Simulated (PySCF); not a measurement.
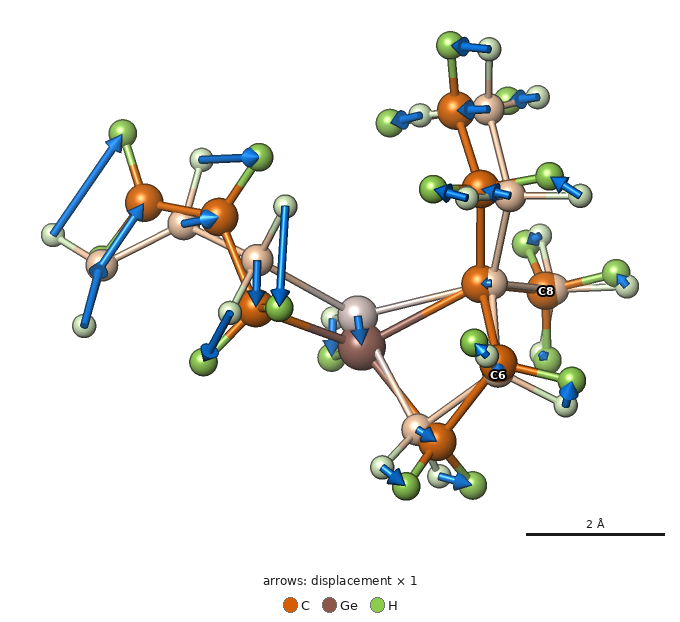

This is a relaxation of C$_{9}$H$_{18}$Ge. The starting structure is drawn faded, the final one solid; blue arrows show the displacements, at their true length. The two geometries are superimposed by the best rigid fit.

A ball-and-stick model, seen face on.

The start comes from GFN2-xTB. Its atoms were then displaced at random by about 0.01 Å.

Theory: PySCF 2.14.0, density-fitted response routines, PBE0-D3(BJ)/def2-SVP geometry optimisation, gas phase. 

### Describe the change and its energy.

After 19 geometry steps the energy has fallen by 33.5 kJ/mol. An H atom moves most after the best rigid fit: 1.83 Å. Largest moves by element: H 1.83 Å, C 1.10 Å, Ge 0.45 Å. Near-neighbour distances that change, for instance: C–Ge 2.060 → 2.002 Å, C–Ge 2.029 → 1.978 Å, C–H 1.053 → 1.095 Å, C–H 1.076 → 1.102 Å. Among the angles between lasting bonds that change: C–Ge–H 116.9° → 120.5°, C–Ge–C 116.2° → 112.9°, C–Ge–C 118.8° → 115.6°. Groups turn about C–Ge by about 55°. Cost: 40 min on 1 thread of Intel(R) Xeon(R) Processor @ 2.50GHz, with other jobs on the host.
